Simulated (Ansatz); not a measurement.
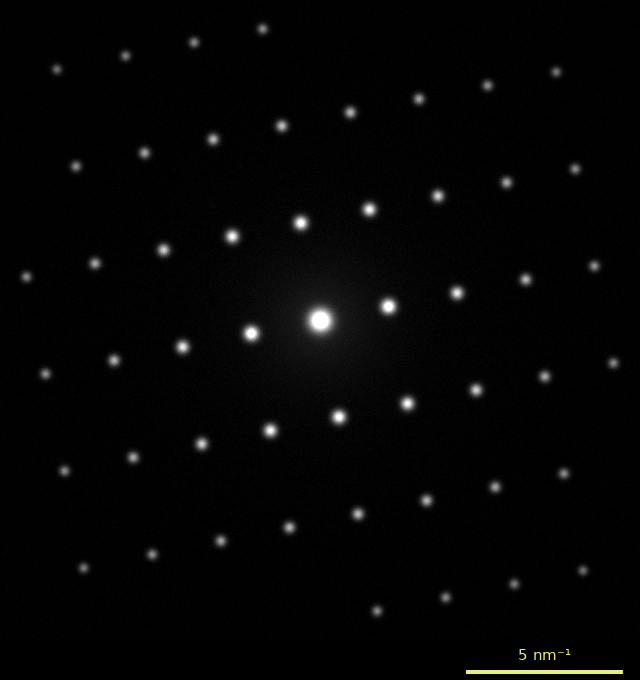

Kinematic zone-axis pattern, calculated for 200 keV electrons with B = 0.5 Å².

Question: Read the repeat vectors of the pattern off the scale bar.

Answer: The spots form a rectangular net whose two shortest vectors correspond to d = 4.45 Å and 3.14 Å, 90.0° apart.

Question: What is the point symmetry of the pattern, intensities included?

Answer: 2mm. A zero-layer kinematic pattern is always centrosymmetric (Friedel's law).

Question: What was simulated?

Answer: This cannot be fixed from one zone alone; the pattern is [110] of Cs, space group Im-3m (No. 229), a = 6.29 Å. The net vectors are 1 -1 0 and 0 0 2. Structure: the input geometry of an electronic-structure calculation (not necessarily at equilibrium).
